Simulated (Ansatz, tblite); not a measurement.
# C₁₀H₁₀ClF₁₃Si: removing and adding an electron

What does removing or adding an electron cost or gain for C₁₀H₁₀ClF₁₃Si? Each charged state is run at several levels.

Method: as each input shows; program: Ansatz 0.2.0, Gaussian basis.

The runs, in order: charge +1 doublet, at the geometry of the singlet (PBE0-D4/def2-TZVP, PBE-D4/def2-TZVP, LDA/def2-TZVP); charge -1 doublet, at the geometry of the singlet (PBE0-D4/def2-TZVP, PBE-D4/def2-TZVP, LDA/def2-TZVP); the starting singlet's energies come from earlier runs.

1 further run of the same task is left out (it didn't finish).

### 1 The relaxed structure

The geometry is that of the singlet, from an earlier relaxation (r2SCAN-D4/def2-SVP).

SMILES `C[Si](C)(Cl)CCC(F)(F)C(F)(F)C(F)(F)C(F)(F)C(F)(F)C(F)(F)F`, 35 atoms, charge 0, spin multiplicity 1.

Atoms are counted from 1 here; the program's logs count them from 0.

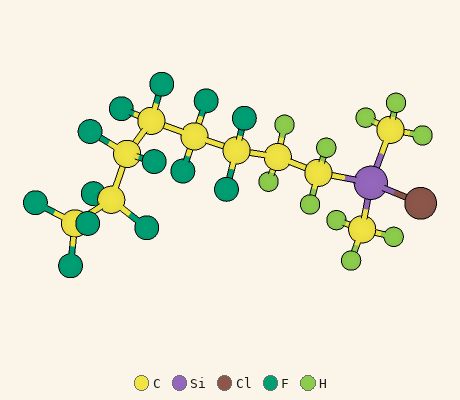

The geometry (carbon yellow, silicon purple, chlorine brown, fluorine teal, hydrogen green).

### 2 Charge +1 doublet at the fixed geometry, PBE0-D4/def2-TZVP

Input file in.yaml:

```yaml
crystal:
  periodic: [false, false, false]
  atoms:
    - {symbol: C, position_ang: [-3.992142, 2.073853, -0.037823]}
    - {symbol: Si, position_ang: [-3.925492, 0.395651, 0.782125]}
    - {symbol: C, position_ang: [-4.832434, -0.900804, -0.212736]}
    - {symbol: Cl, position_ang: [-4.857517, 0.548730, 2.649490]}
    - {symbol: C, position_ang: [-2.147637, -0.122210, 1.128728]}
    - {symbol: C, position_ang: [-1.296198, -0.300982, -0.129374]}
    - {symbol: C, position_ang: [0.126707, -0.693187, 0.214726]}
    - {symbol: F, position_ang: [0.149123, -1.879177, 0.875830]}
    - {symbol: F, position_ang: [0.684772, 0.240528, 1.029335]}
    - {symbol: C, position_ang: [1.026452, -0.822920, -1.035975]}
    - {symbol: F, position_ang: [0.388577, -1.627014, -1.918844]}
    - {symbol: F, position_ang: [1.155863, 0.402324, -1.595129]}
    - {symbol: C, position_ang: [2.447030, -1.432745, -0.889118]}
    - {symbol: F, position_ang: [2.968325, -1.483568, -2.130933]}
    - {symbol: F, position_ang: [2.321590, -2.690646, -0.428764]}
    - {symbol: C, position_ang: [3.493541, -0.740786, 0.031624]}
    - {symbol: F, position_ang: [4.628853, -1.459917, -0.116037]}
    - {symbol: F, position_ang: [3.082465, -0.844813, 1.305146]}
    - {symbol: C, position_ang: [3.836108, 0.741992, -0.269592]}
    - {symbol: F, position_ang: [2.860963, 1.528019, 0.214254]}
    - {symbol: F, position_ang: [3.941115, 0.928113, -1.597900]}
    - {symbol: C, position_ang: [5.171887, 1.203277, 0.372438]}
    - {symbol: F, position_ang: [5.221697, 0.835127, 1.652656]}
    - {symbol: F, position_ang: [5.240027, 2.531706, 0.301617]}
    - {symbol: F, position_ang: [6.210793, 0.686698, -0.275226]}
    - {symbol: H, position_ang: [-3.524367, 2.048249, -1.036405]}
    - {symbol: H, position_ang: [-3.468382, 2.831480, 0.566573]}
    - {symbol: H, position_ang: [-5.034696, 2.406194, -0.165008]}
    - {symbol: H, position_ang: [-5.890805, -0.623981, -0.342581]}
    - {symbol: H, position_ang: [-4.389842, -1.014026, -1.216679]}
    - {symbol: H, position_ang: [-4.799917, -1.881059, 0.288892]}
    - {symbol: H, position_ang: [-2.163901, -1.063037, 1.705710]}
    - {symbol: H, position_ang: [-1.690425, 0.636038, 1.787514]}
    - {symbol: H, position_ang: [-1.240328, 0.628158, -0.720926]}
    - {symbol: H, position_ang: [-1.701813, -1.085253, -0.787609]}
basis:
  gaussian: {orbitals: def2-TZVP, fitting: {mean_field: def2-universal-jkfit}}
total_charge: 1
magnetization: {spin_polarized: true, initial_magnetization: 1}
hamiltonian: {xc: pbe0, dispersion: d4}
scf: {omitted_lower_state_checks: [starts]}
output: {orbitals: {seedname: orbitals}}
```

Run with:

```sh
$ ansatz run in.yaml --threads 2 --pin off --events-out ev --progress --plain --max-ram 32768MiB --backend cuda --devices 0, --max-vram 18GiB
```

Standard output:

```text
Functional definition: PBE0
  name "PBE0"
  cite "Adamo & Barone, J. Chem. Phys. 110, 6158 (1999) doi:10.1063/1.478522"
  cite "Perdew, Burke & Ernzerhof, Phys. Rev. Lett. 77, 3865 (1996) doi:10.1103/PhysRevLett.77.3865"
  parent pbe
  parameter a = 0.25
  parameter kappa = 0.804
  parameter beta = 0.06672455060314922
  exchange = (1 - a)*pbe_x(kappa = kappa, mu = beta*pi^2/3) + a*exact_x
  correlation = pbe_c(beta = beta)
these checks for a lower state are left out or cut short: starts
2187 factors; integrals over basis functions are off by at most 1.6e0 eV
mean field evaluation 1: about -66186.3861 eV, gradient 8.2e1 eV
mean field evaluation 2: about -66159.8999 eV, gradient 1.1e2 eV
mean field evaluation 4: about -66208.4531 eV, gradient 2.0e1 eV
mean field evaluation 8: about -66211.4562 eV, gradient 5.8e0 eV
mean field evaluation 16: about -66211.9320 eV, gradient 4.5e-1 eV
mean field -66211.96266714 eV, -2433.2447479371 hartree, gradient 6.9e-6 eV, S^2 0.754512; 0 other end points of the search recorded, 0 dependent functions left out
reference -66211.96271292 eV, -2433.2447496196 hartree; 109, 108 occupied and 738, 739 virtual orbitals, 2187 factors
Total energy: -66212.94870348 eV, -2433.2809841044 hartree
Checks for a lower state left out: starts
```

It took 33 s on 1 × H100 (card shared with other runs) with 2 threads of AMD EPYC 7R13, shared host; peak host memory 1.5 GiB.

HOMO -12.73 eV, LUMO -11.79 eV (over both spins); ⟨S²⟩ 0.755 (pure: 0.75).

### 3 Charge +1 doublet at the fixed geometry, PBE-D4/def2-TZVP

start.molden holds the orbitals of an earlier run on this state, given as this run's starting guess.

Edit in.yaml of step 2 so:

```diff
@@ -39,6 +39,6 @@
 basis:
-  gaussian: {orbitals: def2-TZVP, fitting: {mean_field: def2-universal-jkfit}}
+  gaussian: {orbitals: def2-TZVP, fitting: {mean_field: def2-universal-jkfit}, initial_orbitals: start.molden}
 total_charge: 1
 magnetization: {spin_polarized: true, initial_magnetization: 1}
-hamiltonian: {xc: pbe0, dispersion: d4}
+hamiltonian: {xc: pbe, dispersion: d4}
 scf: {omitted_lower_state_checks: [starts]}
```

Same command.

Standard output:

```text
Functional definition: PBE
  name "PBE"
  cite "Perdew, Burke & Ernzerhof, Phys. Rev. Lett. 77, 3865 (1996) doi:10.1103/PhysRevLett.77.3865"
  parent pbe
  parameter kappa = 0.804
  parameter beta = 0.06672455060314922
  exchange = pbe_x(kappa = kappa, mu = beta*pi^2/3)
  correlation = pbe_c(beta = beta)
these checks for a lower state are left out or cut short: starts
2187 factors; integrals over basis functions are off by at most 1.6e0 eV
mean field evaluation 1: about -66209.3446 eV, gradient 1.8e1 eV
mean field evaluation 2: about -66210.0669 eV, gradient 8.6e-1 eV
mean field evaluation 4: about -66210.1275 eV, gradient 7.6e-1 eV
mean field evaluation 8: about -66210.1233 eV, gradient 2.2e-4 eV
mean field evaluation 16: about -66210.1233 eV, gradient 3.6e-5 eV
mean field -66210.12334675 eV, -2433.1771541597 hartree, gradient 1.5e-6 eV, S^2 0.750896; 0 other end points of the search recorded, 0 dependent functions left out
reference -66210.12340779 eV, -2433.1771564026 hartree; 109, 108 occupied and 738, 739 virtual orbitals, 2187 factors
Total energy: -66211.26714878 eV, -2433.2191881090 hartree
Checks for a lower state left out: starts
```

It took 27 s on 1 × H100 (card shared with other runs) with 2 threads of AMD EPYC 7R13, shared host; peak host memory 1.5 GiB.

Report: HOMO -11.42 eV, LUMO -11.43 eV (over both spins; with the spin held, an empty level of the minority spin lies below the top filled one); ⟨S²⟩ 0.751 (pure: 0.75).

### 4 Charge +1 doublet at the fixed geometry, LDA/def2-TZVP

Edit in.yaml of step 3 so:

```diff
@@ -42,3 +42,3 @@
 magnetization: {spin_polarized: true, initial_magnetization: 1}
-hamiltonian: {xc: pbe, dispersion: d4}
+hamiltonian: {xc: lda}
 scf: {omitted_lower_state_checks: [starts]}
```

Launched as before.

Standard output:

```text
Functional definition: SPW92
  name "SPW92"
  cite "Dirac, Proc. Camb. Phil. Soc. 26, 376 (1930) doi:10.1017/S0305004100016108"
  cite "Slater, Phys. Rev. 81, 385 (1951) doi:10.1103/PhysRev.81.385"
  cite "Perdew & Wang, Phys. Rev. B 45, 13244 (1992) doi:10.1103/PhysRevB.45.13244"
  exchange = slater_x
  correlation = pw_c
these checks for a lower state are left out or cut short: starts
2187 factors; integrals over basis functions are off by at most 1.6e0 eV
mean field evaluation 1: about -65873.0724 eV, gradient 7.9e1 eV
mean field evaluation 2: about -65875.5808 eV, gradient 3.4e0 eV
mean field evaluation 4: about -65875.7698 eV, gradient 3.7e-1 eV
mean field evaluation 8: about -65875.7764 eV, gradient 3.5e-3 eV
mean field evaluation 16: about -65875.7764 eV, gradient 3.1e-5 eV
mean field -65875.77637516 eV, -2420.8901295822 hartree, gradient 2.1e-6 eV, S^2 0.750531; 0 other end points of the search recorded, 0 dependent functions left out
reference -65875.77643220 eV, -2420.8901316783 hartree; 109, 108 occupied and 738, 739 virtual orbitals, 2187 factors
Total energy: -65875.77643220 eV, -2420.8901316783 hartree
Checks for a lower state left out: starts
```

Wall time 22 s (1 × H100 (card shared with other runs) with 2 threads of AMD EPYC 7R13, shared host); peak host memory 1.4 GiB.

Report: HOMO -11.60 eV, LUMO -11.67 eV (over both spins; with the spin held, an empty level of the minority spin lies below the top filled one); ⟨S²⟩ 0.751 (pure: 0.75).

### 5 Vertical ionisation energy

Charged state less starting state, singlet to doublet; the starting state's energies are those of its earlier runs.

```
            level  vertical ionisation energy (eV)  time
    LDA/def2-TZVP                            +9.66  42 s
 PBE-D4/def2-TZVP                            +9.49  42 s
PBE0-D4/def2-TZVP                           +10.25  48 s
```

Times add the two runs; a level without a time comes out of a correlated run.

Beside −ε(HOMO) of the starting state:

```
            level  −ε(HOMO) (eV)  by difference (eV)  mismatch (eV)
    LDA/def2-TZVP           7.36                9.66          -2.30
 PBE-D4/def2-TZVP           7.21                9.49          -2.28
PBE0-D4/def2-TZVP           8.56               10.25          -1.68
```

### 6 Charge -1 doublet at the fixed geometry, PBE0-D4/def2-TZVP

Edit in.yaml of step 4 so:

```diff
@@ -39,6 +39,6 @@
 basis:
-  gaussian: {orbitals: def2-TZVP, fitting: {mean_field: def2-universal-jkfit}, initial_orbitals: start.molden}
-total_charge: 1
+  gaussian: {orbitals: def2-TZVP, fitting: {mean_field: def2-universal-jkfit}}
+total_charge: -1
 magnetization: {spin_polarized: true, initial_magnetization: 1}
-hamiltonian: {xc: lda}
+hamiltonian: {xc: pbe0, dispersion: d4}
 scf: {omitted_lower_state_checks: [starts]}
```

Launched as before.

Standard output, shortened:

```text
Functional definition: PBE0
  name "PBE0"
  cite "Adamo & Barone, J. Chem. Phys. 110, 6158 (1999) doi:10.1063/1.478522"
  cite "Perdew, Burke & Ernzerhof, Phys. Rev. Lett. 77, 3865 (1996) doi:10.1103/PhysRevLett.77.3865"
  parent pbe
[...]
2187 factors; integrals over basis functions are off by at most 1.6e0 eV
[...]
mean field -66220.62797086 eV, -2433.5631919754 hartree, gradient 3.8e-6 eV, S^2 0.750582; 0 other end points of the search recorded, 0 dependent functions left out
reference -66220.62802554 eV, -2433.5631939848 hartree; 110, 109 occupied and 737, 738 virtual orbitals, 2187 factors
Total energy: -66221.67670195 eV, -2433.6017321319 hartree
Checks for a lower state left out: starts
```

Wall time 40 s (1 × H100 (card shared with other runs) with 2 threads of AMD EPYC 7R13, shared host); peak host memory 1.5 GiB.

Report: HOMO 2.64 eV, LUMO 3.15 eV (over both spins); ⟨S²⟩ 0.751 (pure: 0.75). Doubts: highest occupied level lies above zero.

### 7 Charge -1 doublet at the fixed geometry, PBE-D4/def2-TZVP

Edit in.yaml of step 6 so:

```diff
@@ -39,6 +39,6 @@
 basis:
-  gaussian: {orbitals: def2-TZVP, fitting: {mean_field: def2-universal-jkfit}}
+  gaussian: {orbitals: def2-TZVP, fitting: {mean_field: def2-universal-jkfit}, initial_orbitals: start.molden}
 total_charge: -1
 magnetization: {spin_polarized: true, initial_magnetization: 1}
-hamiltonian: {xc: pbe0, dispersion: d4}
+hamiltonian: {xc: pbe, dispersion: d4}
 scf: {omitted_lower_state_checks: [starts]}
```

Same command.

Standard output:

```text
Functional definition: PBE
  name "PBE"
  cite "Perdew, Burke & Ernzerhof, Phys. Rev. Lett. 77, 3865 (1996) doi:10.1103/PhysRevLett.77.3865"
  parent pbe
  parameter kappa = 0.804
  parameter beta = 0.06672455060314922
  exchange = pbe_x(kappa = kappa, mu = beta*pi^2/3)
  correlation = pbe_c(beta = beta)
these checks for a lower state are left out or cut short: starts
2187 factors; integrals over basis functions are off by at most 1.6e0 eV
mean field evaluation 1: about -66217.8448 eV, gradient 1.8e1 eV
mean field evaluation 2: about -66218.4770 eV, gradient 6.4e-1 eV
mean field evaluation 4: about -66218.4766 eV, gradient 1.5e-1 eV
mean field evaluation 8: about -66218.4769 eV, gradient 1.2e-2 eV
mean field evaluation 16: about -66218.4770 eV, gradient 1.2e-4 eV
mean field -66218.47695349 eV, -2433.4841435449 hartree, gradient 2.4e-6 eV, S^2 0.750360; 0 other end points of the search recorded, 0 dependent functions left out
reference -66218.47702557 eV, -2433.4841461939 hartree; 110, 109 occupied and 737, 738 virtual orbitals, 2187 factors
Total energy: -66219.69323638 eV, -2433.5288411166 hartree
Checks for a lower state left out: starts
```

Wall time 37 s (1 × H100 (card shared with other runs) with 2 threads of AMD EPYC 7R13, shared host); peak host memory 1.5 GiB.

Report: HOMO 2.66 eV, LUMO 2.62 eV (over both spins; with the spin held, an empty level of the minority spin lies below the top filled one); ⟨S²⟩ 0.750 (pure: 0.75). Doubts: highest occupied level lies above zero.

### 8 Charge -1 doublet at the fixed geometry, LDA/def2-TZVP

Edit in.yaml of step 7 so:

```diff
@@ -42,3 +42,3 @@
 magnetization: {spin_polarized: true, initial_magnetization: 1}
-hamiltonian: {xc: pbe, dispersion: d4}
+hamiltonian: {xc: lda}
 scf: {omitted_lower_state_checks: [starts]}
```

Same command.

Standard output:

```text
Functional definition: SPW92
  name "SPW92"
  cite "Dirac, Proc. Camb. Phil. Soc. 26, 376 (1930) doi:10.1017/S0305004100016108"
  cite "Slater, Phys. Rev. 81, 385 (1951) doi:10.1103/PhysRev.81.385"
  cite "Perdew & Wang, Phys. Rev. B 45, 13244 (1992) doi:10.1103/PhysRevB.45.13244"
  exchange = slater_x
  correlation = pw_c
these checks for a lower state are left out or cut short: starts
2187 factors; integrals over basis functions are off by at most 1.6e0 eV
mean field evaluation 1: about -65882.0793 eV, gradient 7.9e1 eV
mean field evaluation 2: about -65884.5753 eV, gradient 3.4e0 eV
mean field evaluation 4: about -65884.6724 eV, gradient 1.9e-1 eV
mean field evaluation 8: about -65884.6745 eV, gradient 2.0e-4 eV
mean field evaluation 16: about -65884.6745 eV, gradient 1.7e-4 eV
mean field -65884.67445562 eV, -2421.2171280077 hartree, gradient 1.8e-6 eV, S^2 0.750198; 0 other end points of the search recorded, 0 dependent functions left out
reference -65884.67451688 eV, -2421.2171302589 hartree; 110, 109 occupied and 737, 738 virtual orbitals, 2187 factors
Total energy: -65884.67451688 eV, -2421.2171302589 hartree
Checks for a lower state left out: starts
```

Run time: 28 s. Hardware: 1 × H100 (card shared with other runs) with 2 threads of AMD EPYC 7R13, shared host; peak host memory 1.4 GiB.

Report: HOMO 2.35 eV, LUMO 2.30 eV (over both spins; with the spin held, an empty level of the minority spin lies below the top filled one); ⟨S²⟩ 0.750 (pure: 0.75). Doubts: highest occupied level lies above zero.

### 9 Vertical electron affinity

Starting state less charged state (positive: the electron is bound), singlet to doublet; the starting state's energies are those of its earlier runs.

```
            level  vertical electron affinity (eV)  time
    LDA/def2-TZVP                            -0.76  47 s
 PBE-D4/def2-TZVP                            -1.06  52 s
PBE0-D4/def2-TZVP                            -1.52  55 s
```

Times add the two runs; a level without a time comes out of a correlated run.

Beside −ε(LUMO) of the starting state:

```
            level  −ε(LUMO) (eV)  by difference (eV)  mismatch (eV)
    LDA/def2-TZVP           1.26               -0.76          +2.03
 PBE-D4/def2-TZVP           0.83               -1.06          +1.89
PBE0-D4/def2-TZVP          -0.29               -1.52          +1.23
```

### 10 Outcome

| quantity | value |
| --- | --- |
| vertical ionisation energy, functionals in def2-TZVP | 9.49 (PBE-D4) to 10.25 eV (PBE0-D4) |
| vertical electron affinity, functionals in def2-TZVP | -1.52 (PBE0-D4) to -0.76 eV (LDA) |

The vertical ionisation energy spans 9.49 to 10.25 eV over the functionals. −ε(HOMO) misses the level's own difference by -1.68 eV at best (PBE0-D4) and -2.30 eV at worst (LDA). The vertical electron affinity spans -1.52 to -0.76 eV over the functionals. A negative affinity means an unbound electron, held by the basis alone. −ε(LUMO) misses the level's own difference by +1.23 eV at best (PBE0-D4) and +2.03 eV at worst (LDA).
